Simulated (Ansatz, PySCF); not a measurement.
AlF2H (SMILES [F][AlH][F]) and NH3 (SMILES N) are pulled apart as rigid monomers along the line of their centres of mass, from the B3LYP-D3(BJ)/def2-TZVP minimum. Starting geometry (charge 0, multiplicity 1):
```xyz
8

F      1.228     0.747     0.629
Al    -0.277     0.278     1.189
F     -0.708    -1.299     0.839
H     -1.418     1.361     1.216
N      0.254    -0.025     3.127
H      0.612     0.818     3.567
H     -0.517    -0.375     3.690
H      0.995    -0.723     3.148
```

Interaction energies with rigid monomers; basis-set methods are counterpoise corrected unless marked otherwise.

Rows in 3-21G carry no dispersion term and start afresh at each structure.

Run with Ansatz (Gaussian orbitals); PySCF for 3-21G rows, the dispersion terms. Each number belongs to the level named beside it.

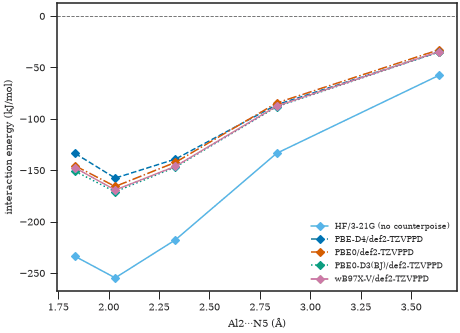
Figure: Interaction energy against separation

Q: Which level binds most strongly at Al2···N5 = 2.03, and by how much?

A: HF/3-21G (no counterpoise), -255 kJ/mol.

Ansatz is a program for electronic structure.
